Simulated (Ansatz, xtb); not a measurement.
Stretching the Si1–H2 bond in H2OSi (SMILES O[SiH]) (multiplicity 1 held, fragments rigid). Energies count from the point at 1.545 Å.
Geometry at that point (charge 0, multiplicity 1):
```xyz
4

Si    -0.378    -0.335     0.394
H     -1.537    -0.168    -0.614
O      0.783     0.496    -0.450
H      0.564     0.885    -1.304
```

R- and RO- levels are restricted; in cc, def2 and unpolarised 6-31G sets they are followed outwards from rest. Unrestricted levels (U-) break spin symmetry where that is lower. Active spaces are followed from a long bond inwards. Left out are points that failed, MP2 points that dive below the minimum, coupled-cluster points behind a jump of the amplitudes or a sharp parting from full CI or MRCI, small-basis points behind a change of solution, and semi-empirical points at long bonds. Levels need not reach the same state.

Correlated levels freeze the cores.

Run with Ansatz (an electronic-structure program) with Gaussian orbitals; xtb for the GFN methods.  The GFN methods have no spin term and hold the electronic entropy of 300 K.

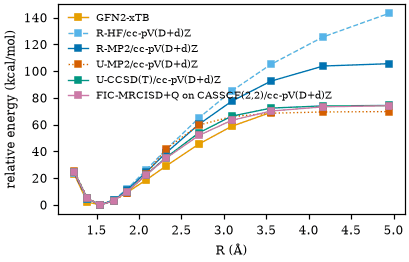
*Relative energy along the coordinate*

Doubts at one or more of the structures used: a restricted determinant that unrestricted orbitals would lower (R-HF/cc-pV(D+d)Z, R-MP2/cc-pV(D+d)Z); a spin-contaminated determinant (U-MP2/cc-pV(D+d)Z, U-CCSD(T)/cc-pV(D+d)Z); T1 above 0.05 (U-CCSD(T)/cc-pV(D+d)Z).
